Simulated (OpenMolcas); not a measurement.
## Single-point calculation of CoP$_{2}$H$_{6}$Cl$_{2}$ (part 2 of 3)

Continued. System: CoP$_{2}$H$_{6}$Cl$_{2}$ (CoCl2(PH3)2), multiplicity 2, SMILES [PH3]->[Co](<-[PH3])([Cl])[Cl]. Method: NEVPT2/ANO-R1, sfX2C (OpenMolcas 26.06). The geometry is that of the parent species in another charge or spin state. The geometry comes from this level: GFN2-xTB.

Geometry of the input (Å):
```
Co 0.8226  0.0002  0.5919
Cl 0.7854  0.0323  2.7178
Cl 2.8024  -0.0204  -0.1946
P  -0.2961  1.8300  -0.2096
H  -0.5189  2.0378  -1.5575
H  0.1934  3.0983  0.0271
H  -1.5885  2.1276  0.1765
P  -0.2960  -1.8334  -0.1996
H  -1.5972  -2.1303  0.1570
H  0.1845  -3.1043  0.0436
H  -0.4916  -2.0377  -1.5526
```

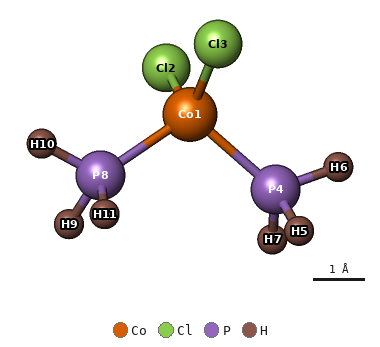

**Figure 1.** The input geometry (ball-and-stick view, seen at a tilt; atoms are numbered from 1 in the order of the input). Sticks mark near contacts.

The program's output, continued
```
          iter iter root      energy       change     param      element    value   shift minimum  type update hh:mm:ss
 Nr of preliminary CI iterations:   1
      Total energies have been shifted. Add                -3000.00 au
        1   1   10    1    -0.38368654    0.00E+00   2.18E-02   47 128 1 -1.27E-01*  0.38   0.00    SX    NO    0:00:01
        2   1   10    1    -0.38959203   -5.91E-03*  1.81E-02   43 133 1 -2.84E-02*  0.35   0.00    SX    NO    0:00:00
        3   1   10    1    -0.39052589   -9.34E-04* -1.28E-02   46 132 1 -7.25E-03*  0.33   0.00    SX    NO    0:00:00
        4   1   10    1    -0.39084439   -3.18E-04*  8.54E-03   37  49 1  3.44E-03*  0.33   0.00    SX    NO    0:00:00
        5   1   10    1    -0.39096358   -1.19E-04* -1.67E-02   37  74 1  2.21E-03*  0.33   1.85    QN   YES    0:00:00
        6   1    9    1    -0.39104678   -8.32E-05* -2.11E-03   45 117 1  1.64E-03*  0.32   0.91    QN   YES    0:00:00
        7   1    8    1    -0.39105473   -7.95E-06* -2.74E-03   45 117 1 -3.79E-04*  0.32   1.16    QN   YES    0:00:00
        8   1    8    1    -0.39105780   -3.06E-06* -4.06E-03   45 117 1 -4.11E-04*  0.32   2.50    LS   YES    0:00:00
        9   1    9    1    -0.39106031   -2.51E-06* -4.44E-03   46 132 1 -4.87E-04*  0.32   1.54    QN   YES    0:00:00
       10   1    9    1    -0.39106391   -3.60E-06* -1.85E-02   26  50 1 -5.01E-04*  0.32   2.50    QN   YES    0:00:00
       11   1    9    1    -0.39107572   -1.18E-05*  4.63E-03   45 117 1  1.12E-03*  0.32   0.95    QN   YES    0:00:00
       12   1    9    1    -0.39108525   -9.54E-06* -1.97E-02   45 117 1  1.28E-03*  0.32   2.50    QN   YES    0:00:00
       13   1    9    1    -0.39110818   -2.29E-05* -1.05E-02   44 116 1  1.23E-03*  0.32   0.71    QN   YES    0:00:00
       14   1    9    1    -0.39111573   -7.54E-06* -5.64E-03   26  49 1  1.29E-03*  0.32   0.70    QN   YES    0:00:00
       15   1    8    1    -0.39112082   -5.09E-06*  2.69E-03    9 132 1  2.41E-04*  0.32   0.96    QN   YES    0:00:00
       16   1    8    1    -0.39112293   -2.12E-06* -3.23E-03   26  49 1 -2.15E-04*  0.32   1.51    QN   YES    0:00:00
       17   1    8    1    -0.39112421   -1.28E-06* -2.24E-03   26  49 1 -2.33E-04*  0.32   1.44    QN   YES    0:00:00
       18   1    8    1    -0.39112490   -6.84E-07*  1.31E-03   26  49 1 -1.92E-04*  0.32   1.45    QN   YES    0:00:00
       19   1    8    1    -0.39112531   -4.12E-07* -1.05E-03   43 132 1  7.59E-05   0.32   1.51    QN   YES    0:00:00
       20   1    7    1    -0.39112555   -2.44E-07* -5.85E-04   26  49 1  5.71E-05   0.32   1.41    QN   YES    0:00:00
       21   1    7    1    -0.39112567   -1.16E-07* -6.59E-04   26  49 1  9.38E-05   0.32   1.50    QN   YES    0:00:00
       22   1    7    1    -0.39112576   -8.75E-08* -8.75E-04   26  49 1  7.48E-05   0.32   1.47    QN   YES    0:00:00
       23   1    8    1    -0.39112585   -9.15E-08* -1.74E-03   26  48 1 -6.84E-05   0.32   1.60    QN   YES    0:00:00
       24   1    8    1    -0.39112601   -1.57E-07*  3.22E-03   26  50 1  7.14E-05   0.32   1.45    QN   YES    0:00:00
       25   1    8    1    -0.39112629   -2.85E-07*  6.24E-03   26  49 1 -1.57E-04*  0.32   1.34    QN   YES    0:00:00
       26   1    8    1    -0.39112684   -5.47E-07*  3.73E-03   26  49 1 -2.86E-04*  0.32   1.08    QN   YES    0:00:00
       27   1    8    1    -0.39112744   -6.01E-07*  1.58E-02   26  49 1 -3.05E-04*  0.32   1.45    QN   YES    0:00:00
       28   1    9    1    -0.39112711    3.31E-07*  9.17E-03    9 131 1 -5.16E-04*  0.31   0.57    QN   YES    0:00:00
       29   1    8    1    -0.39112891   -1.80E-06*  7.54E-04    9 131 1  4.99E-04*  0.32   0.81    QN   YES    0:00:00
       30   1    8    1    -0.39112923   -3.17E-07*  1.12E-03   43 133 1  7.09E-05   0.32   2.50    LS   YES    0:00:00
       31   1    7    1    -0.39112929   -6.15E-08* -4.73E-04    9 131 1 -2.16E-04*  0.32   0.65    QN   YES    0:00:00
       32   1    7    1    -0.39112938   -9.51E-08* -7.07E-04    9 133 1 -4.53E-05   0.31   2.50    LS   YES    0:00:00
       33   1    8    1    -0.39112923    1.52E-07* -4.52E-04    9 131 1  2.82E-04*  0.31   0.09    LS   YES    0:00:00
       34   1    7    1    -0.39112937   -1.37E-07*  3.55E-04    9 131 1  1.29E-04*  0.31   1.58    QN   YES    0:00:00
       35   1    6    1    -0.39112941   -3.60E-08*  1.10E-04    9 133 1 -4.17E-05   0.31   0.86    QN   YES    0:00:00
       36   1    6    1    -0.39112942   -9.71E-09  -1.60E-04   38  49 1  1.06E-05   0.31   1.40    QN   YES    0:00:00
      Convergence after 36 iterations
       37   1    6    1    -0.39112942   -4.51E-09  -1.60E-04   26  49 1 -1.09E-05   0.31   1.40    QN   YES    0:00:00

      ************************************************************************************************************************
                                                      Wave function printout:
                       occupation of active orbitals, and spin coupling of open shells (u,d: Spin up or down)
      ************************************************************************************************************************

      Note: transformation to natural orbitals
      has been made, which may change the order of the CSFs.

      printout of CI-coefficients larger than  0.05 for root  1
      energy=   -3000.391129
      conf/sym  11111111     Coeff  Weight
             2  22222u20  -0.12650 0.01600
             5  22222udu  -0.07164 0.00513
            13  22222u02   0.96031 0.92219
            41  22u222ud   0.09494 0.00901
           105  2ud2222u  -0.07711 0.00595
           115  20222u22   0.15390 0.02368
           137  2uu2222d   0.05132 0.00263

      Natural orbitals and occupation numbers for root  1
      sym 1:   1.999456   1.940937   1.970386   1.997952   1.999268   1.022867   0.130759   1.938376

      ************************************************************************************************************************
      *                                                    Final results                                                     *
      ************************************************************************************************************************

++    Final optimization conditions:
      ------------------------------

      Average CI energy                           -3000.39112942
      RASSCF energy for state  1                  -3000.39112942
      Super-CI energy                                -0.00000000
      RASSCF energy change                           -0.00000000
      Max change in MO coefficients              -1.467E-04
      Max non-diagonal density matrix element    -1.601E-04
      Maximum BLB matrix element                 -1.086E-05
      (orbital pair  26,  49 in symmetry   1)
      Norm of electronic gradient            3.601E-05
--

      Final state energy(ies):
      ------------------------

::    RASSCF root number  1 Total energy:  -3000.39112942

++    Molecular orbitals:
      -------------------

      Pseudonatural active orbitals and approximate occupation numbers

      MOLECULAR ORBITALS FOR SYMMETRY SPECIES 1: a

      INDEX  ENERGY  OCCUPATION COEFFICIENTS ...
          1 -285.7843    2.0000
                 1 CO1    1s     ( 1.0000)
          2 -105.1134    2.0000
                32 CL2    1s     ( 0.9987)
          3 -105.1130    2.0000
                50 CL3    1s     ( 0.9987)
          4  -80.2116    2.0000
                68 P4     1s     ( 0.9992)
          5  -80.2108    2.0000
               101 P8     1s     ( 0.9992)
          6  -35.4734    2.0000
                 2 CO1    2s     ( 0.9997)
          7  -30.1880    2.0000
                 6 CO1    2px    (-0.5907)  12 CO1    2pz    ( 0.8052)
          8  -30.1752    2.0000
                 6 CO1    2px    (-0.2716)   9 CO1    2py    ( 0.9362)  12 CO1    2pz    (-0.2177)
          9  -30.1716    2.0000
                 6 CO1    2px    ( 0.7582)   9 CO1    2py    ( 0.3477)  12 CO1    2pz    ( 0.5494)
         10  -10.5263    2.0000
                33 CL2    2s     ( 0.9987)
         11  -10.5259    2.0000
                51 CL3    2s     ( 0.9987)
         12   -7.9272    2.0000
                42 CL2    2pz    ( 0.9972)
         13   -7.9268    2.0000
                54 CL3    2px    ( 0.9599)  60 CL3    2pz    (-0.2801)
         14   -7.9253    2.0000
                36 CL2    2px    ( 0.9940)
         15   -7.9252    2.0000
                39 CL2    2py    ( 0.9965)
         16   -7.9249    2.0000
                54 CL3    2px    ( 0.2768)  57 CL3    2py    (-0.1258)  60 CL3    2pz    ( 0.9527)
         17   -7.9248    2.0000
                57 CL3    2py    ( 0.9920)  60 CL3    2pz    ( 0.1183)
         18   -7.5803    2.0000
                69 P4     2s     ( 0.9996)
         19   -7.5795    2.0000
               102 P8     2s     ( 0.9996)
         20   -5.4367    2.0000
                72 P4     2px    (-0.5168)  78 P4     2pz    ( 0.8551)
         21   -5.4366    2.0000
                72 P4     2px    ( 0.7446)  75 P4     2py    ( 0.5123)  78 P4     2pz    ( 0.4276)
         22   -5.4358    2.0000
               105 P8     2px    ( 0.5545) 111 P8     2pz    (-0.8313)
         23   -5.4357    2.0000
               105 P8     2px    ( 0.7226) 108 P8     2py    (-0.5144) 111 P8     2pz    ( 0.4615)
         24   -5.4351    2.0000
                72 P4     2px    (-0.4223)  75 P4     2py    ( 0.8579)  78 P4     2pz    (-0.2926)
         25   -5.4343    2.0000
               105 P8     2px    (-0.4124) 108 P8     2py    (-0.8568) 111 P8     2pz    (-0.3093)
         26   -4.6164    2.0000
                 3 CO1    3s     ( 0.9965)
         27   -1.0120    2.0000
                 4 CO1    4s     (-0.1542)  34 CL2    3s     (-0.6191)  52 CL3    3s     (-0.6827)
         28   -1.0113    2.0000
                34 CL2    3s     ( 0.7235)  52 CL3    3s     (-0.6614)
         29   -0.9393    2.0000
                70 P4     3s     (-0.5165)  86 H5     1s     (-0.1198)  91 H6     1s     (-0.1165)  96 H7     1s     (-0.1197)
               103 P8     3s     (-0.4585) 119 H9     1s     (-0.1071) 124 H10    1s     (-0.1037) 129 H11    1s     (-0.1071)

         30   -0.9323    2.0000
                70 P4     3s     ( 0.4782)  86 H5     1s     ( 0.1071)  91 H6     1s     ( 0.1087)  96 H7     1s     ( 0.1071)
               103 P8     3s     (-0.5333) 119 H9     1s     (-0.1202) 124 H10    1s     (-0.1215) 129 H11    1s     (-0.1202)

         31   -0.5938    2.0000
                73 P4     3px    ( 0.1293)  76 P4     3py    ( 0.3380)  79 P4     3pz    ( 0.2133)  86 H5     1s     (-0.1911)
                91 H6     1s     ( 0.2740)  92 H6     2s     (-0.1458) 106 P8     3px    ( 0.1080) 109 P8     3py    (-0.3244)
               112 P8     3pz    ( 0.2053) 124 H10    1s     ( 0.2574) 125 H10    2s     (-0.1376) 129 H11    1s     (-0.1820)

         32   -0.5921    2.0000
                73 P4     3px    (-0.2874)  79 P4     3pz    ( 0.3059)  86 H5     1s     (-0.2158)  87 H5     2s     ( 0.1046)
                96 H7     1s     ( 0.2965)  97 H7     2s     (-0.1381) 106 P8     3px    (-0.2491) 112 P8     3pz    ( 0.2393)
               119 H9     1s     ( 0.2461) 120 H9     2s     (-0.1147) 129 H11    1s     (-0.1701)
         33   -0.5876    2.0000
                73 P4     3px    (-0.1880)  79 P4     3pz    ( 0.3014)  86 H5     1s     (-0.2304)  87 H5     2s     ( 0.1055)
                96 H7     1s     ( 0.2317)  97 H7     2s     (-0.1063) 106 P8     3px    ( 0.2625) 112 P8     3pz    (-0.3370)
               119 H9     1s     (-0.2912) 120 H9     2s     ( 0.1345) 129 H11    1s     ( 0.2595) 130 H11    2s     (-0.1189)

         34   -0.5860    2.0000
                73 P4     3px    ( 0.2961)  76 P4     3py    ( 0.1754)  79 P4     3pz    ( 0.2008)  86 H5     1s     (-0.1622)
                91 H6     1s     ( 0.2707)  92 H6     2s     (-0.1241)  96 H7     1s     (-0.1311) 106 P8     3px    (-0.2846)
               109 P8     3py    ( 0.2148) 112 P8     3pz    (-0.2039) 119 H9     1s     ( 0.1292) 124 H10    1s     (-0.2859)
               125 H10    2s     ( 0.1335) 129 H11    1s     ( 0.1637)
         35   -0.5736    2.0000
                 4 CO1    4s     (-0.2794)  34 CL2    3s     ( 0.1331)  43 CL2    3pz    ( 0.1345)  52 CL3    3s     ( 0.1342)
                55 CL3    3px    ( 0.1498)  70 P4     3s     (-0.1176)  73 P4     3px    (-0.2871)  76 P4     3py    ( 0.3227)
                79 P4     3pz    (-0.1884)  86 H5     1s     ( 0.1127)  96 H7     1s     ( 0.1154) 103 P8     3s     (-0.1116)
               106 P8     3px    (-0.2784) 109 P8     3py    (-0.2940) 112 P8     3pz    (-0.2207) 119 H9     1s     ( 0.1050)
               129 H11    1s     ( 0.1369)
         36   -0.5119    2.0000
                15 CO1    3d2-   ( 0.1009)  40 CL2    3py    (-0.1108)  58 CL3    3py    (-0.1111)  70 P4     3s     (-0.2277)
                73 P4     3px    (-0.2517)  76 P4     3py    ( 0.4922)  79 P4     3pz    (-0.1750) 103 P8     3s     ( 0.2318)
               106 P8     3px    ( 0.2530) 109 P8     3py    ( 0.5017) 112 P8     3pz    ( 0.1883) 124 H10    1s     (-0.1006)

         37   -0.4815    2.0000
                19 CO1    3d0    ( 0.1099)  43 CL2    3pz    (-0.6058)  52 CL3    3s     ( 0.1149)  55 CL3    3px    ( 0.6892)
                61 CL3    3pz    (-0.2144)
         38   -0.4567    2.0000
                 4 CO1    4s     (-0.2422)  34 CL2    3s     ( 0.1423)  37 CL2    3px    (-0.1310)  43 CL2    3pz    ( 0.6500)
                52 CL3    3s     ( 0.1297)  55 CL3    3px    ( 0.4232)  61 CL3    3pz    (-0.3308)  70 P4     3s     ( 0.1122)
                76 P4     3py    (-0.1742) 103 P8     3s     ( 0.1156) 106 P8     3px    ( 0.1002) 109 P8     3py    ( 0.1801)

         39   -0.4133    2.0000
                21 CO1    3d1+   (-0.1454)  37 CL2    3px    (-0.6882)  40 CL2    3py    ( 0.1455)  43 CL2    3pz    (-0.1159)
                55 CL3    3px    (-0.2773)  58 CL3    3py    (-0.1609)  61 CL3    3pz    (-0.5006)
         40   -0.4036    2.0000
                40 CL2    3py    ( 0.7949)  58 CL3    3py    ( 0.5123)
         41   -0.4019    2.0000
                37 CL2    3px    (-0.1610)  40 CL2    3py    (-0.5224)  58 CL3    3py    ( 0.7990)  61 CL3    3pz    (-0.1016)

         42   -0.3860    2.0000
                37 CL2    3px    (-0.6402)  55 CL3    3px    ( 0.2321)  61 CL3    3pz    ( 0.7240)
         43   -3.0798    1.9995
                 7 CO1    3px    ( 0.7236)  10 CO1    3py    ( 0.4973)  13 CO1    3pz    ( 0.4800)
         44   -0.5720    1.9409
                19 CO1    3d0    (-0.1669)  21 CO1    3d1+   (-0.4672)  23 CO1    3d2+   (-0.8567)
         45   -0.6221    1.9704
                15 CO1    3d2-   (-0.5780)  17 CO1    3d1-   ( 0.8036)  40 CL2    3py    (-0.1269)  58 CL3    3py    ( 0.1290)

         46   -3.0622    1.9980
                 7 CO1    3px    (-0.5404)  13 CO1    3pz    ( 0.8433)
         47   -3.0815    1.9993
                 7 CO1    3px    ( 0.4305)  10 CO1    3py    (-0.8703)  13 CO1    3pz    ( 0.2475)
         48   -0.1678    1.0229
                15 CO1    3d2-   (-0.8059)  17 CO1    3d1-   (-0.5786)  40 CL2    3py    ( 0.1073)  58 CL3    3py    ( 0.1020)
                76 P4     3py    ( 0.1294) 109 P8     3py    ( 0.1375)
         49    0.1812    0.1308
                19 CO1    3d0    ( 0.4804)  21 CO1    3d1+   (-0.7888)  23 CO1    3d2+   ( 0.3244)  37 CL2    3px    ( 0.1394)
                43 CL2    3pz    ( 0.1246)  55 CL3    3px    ( 0.1786)  76 P4     3py    (-0.1136) 109 P8     3py    ( 0.1004)

         50   -0.5696    1.9384
                19 CO1    3d0    ( 0.8420)  21 CO1    3d1+   ( 0.3539)  23 CO1    3d2+   (-0.3571)  37 CL2    3px    (-0.1025)
                43 CL2    3pz    ( 0.1603)  55 CL3    3px    (-0.1487)  61 CL3    3pz    ( 0.1273)
         51    0.0356    0.0000
                 4 CO1    4s     ( 0.2395)   5 CO1    5s     ( 0.8875)  34 CL2    3s     (-0.1616)  35 CL2    4s     (-0.1778)
                52 CL3    3s     (-0.1623)  53 CL3    4s     (-0.1818)  71 P4     4s     ( 0.2875) 104 P8     4s     ( 0.2854)
```
